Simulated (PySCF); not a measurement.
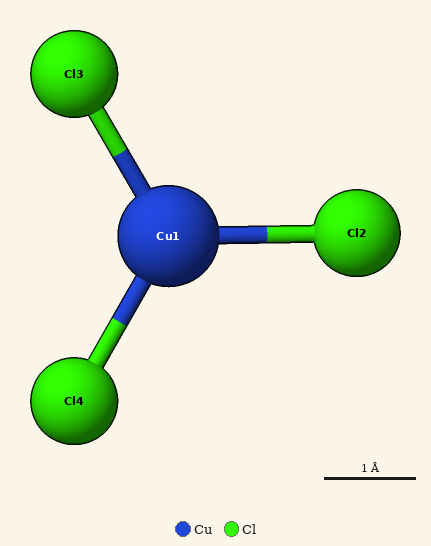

Fig. 1: The input geometry (ball-and-stick view, seen on its broad side; atoms are numbered from 1 in the order of the input). Sticks mark near contacts.

Run report: CuCl$_{3}$, frequency calculation

The run: frequency calculation of CuCl$_{3}$, multiplicity 3. Method and program: UKS-based PBE0, Cu def2-TZVP, Cl def2-TZVP; non-relativistic Hamiltonian; density fitting (PySCF 2.14.0).

### Log
```
init E= -3020.49312181522
  alpha nocc = 41  HOMO = -0.354734871530528  LUMO = 0.000419810376026675
  beta  nocc = 39  HOMO = -0.327839954738192  LUMO = -0.246664415242867
  HOMO = -0.327839954738  LUMO = -0.246664415243  gap/eV = 2.20890
cycle= 1 E= -3020.49312181517  delta_E= 5.41e-11  |g|= 1.13e-05  |ddm|= 1.53e-05
  alpha nocc = 41  HOMO = -0.354732082805184  LUMO = 0.000419447579233179
  beta  nocc = 39  HOMO = -0.32783989712269  LUMO = -0.246665387333015
  HOMO = -0.327839897123  LUMO = -0.246665387333  gap/eV = 2.20887
cycle= 2 E= -3020.49312181475  delta_E= 4.18e-10  |g|= 3.47e-05  |ddm|= 3.75e-05
  alpha nocc = 41  HOMO = -0.354733609061813  LUMO = 0.000419794839856991
  beta  nocc = 39  HOMO = -0.327839883293707  LUMO = -0.246664276613916
  HOMO = -0.327839883294  LUMO = -0.246664276614  gap/eV = 2.20890
cycle= 3 E= -3020.49312181521  delta_E= -4.66e-10  |g|= 9.7e-06  |ddm|= 2.3e-05
  alpha nocc = 41  HOMO = -0.354734102563778  LUMO = 0.000419717487346816
  beta  nocc = 39  HOMO = -0.32783987931263  LUMO = -0.246664638458853
  HOMO = -0.327839879313  LUMO = -0.246664638459  gap/eV = 2.20889
cycle= 4 E= -3020.49312181523  delta_E= -2.05e-11  |g|= 4.83e-07  |ddm|= 5.53e-06
  alpha nocc = 41  HOMO = -0.35473413192186  LUMO = 0.000419755653986442
  beta  nocc = 39  HOMO = -0.327839853195728  LUMO = -0.246664588481217
  HOMO = -0.327839853196  LUMO = -0.246664588481  gap/eV = 2.20889
Extra cycle  E= -3020.49312181524  delta_E= -5.46e-12  |g|= 1.93e-06  |ddm|= 1.24e-06
converged SCF energy = -3020.49312181524  <S^2> = 2.009195  2S+1 = 3.0061237
```

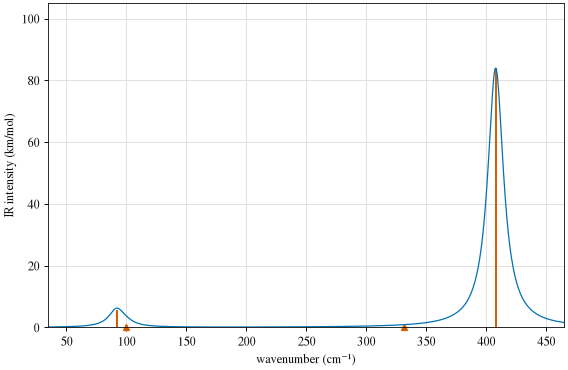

Fig. 2: Harmonic infrared spectrum, unscaled: sticks (degenerate modes added up, dark ones marked on the axis) with a Lorentzian envelope of 16 cm⁻¹ full width, scaled to the tallest stick. 6 modes from 92 to 408 cm⁻¹, none imaginary. The strongest line is at 408 cm⁻¹ (84 km/mol). All modes, in cm⁻¹ (km/mol): 92 (5.8), 100 (0.4), 100 (0.4), 331 (0.0), 408 (42), 408 (42).

This output came from the following input.

### The input
```python
from pyscf import gto, scf, dft
mol = gto.M(atom='''
Cu     0.000000     0.000000     0.000000
Cl     2.093019     0.000000     0.000000
Cl    -1.046509     1.812607     0.000000
Cl    -1.046509    -1.812607     0.000000''',
    basis={'Cu': 'def2-TZVP', 'Cl': 'def2-TZVP'},
    charge=0, spin=2)
mf = dft.UKS(mol, xc='PBE0')
mf.grids.atom_grid = (75, 302)
aux = {'Cu': 'def2-universal-JKFIT', 'Cl': 'def2-universal-JKFIT'}
mf = mf.density_fit(auxbasis=aux)
mf.conv_tol = 1e-09
mf.diis_space = 10
mf.max_cycle = 60
mf.verbose = 4
mf.kernel()
```

The script is an equivalent of the set-up of the self-consistent field. The run itself was carried out by a driver, which started from the orbitals of the step before it where there was one and computed the further properties.

Launched with:
```bash
OMP_NUM_THREADS=4 python axn.py task.json out
```

### Summary

| quantity | value |
| --- | --- |
| outcome | converged |
| total energy | −3020.493122 hartree |
| ⟨S²⟩ | 2.009 |
| zero-point energy | 0.003278 hartree |
| dipole moment | 0.00 D |
| wavenumbers, lowest and highest | 92 and 408 cm⁻¹ |
| hardware | 4 threads of Arm Neoverse V1, 24 GiB of memory available, shared host |
| wall time | 1.7 min (CPU time 5.3 min) |
| peak memory | 1.6 GiB |
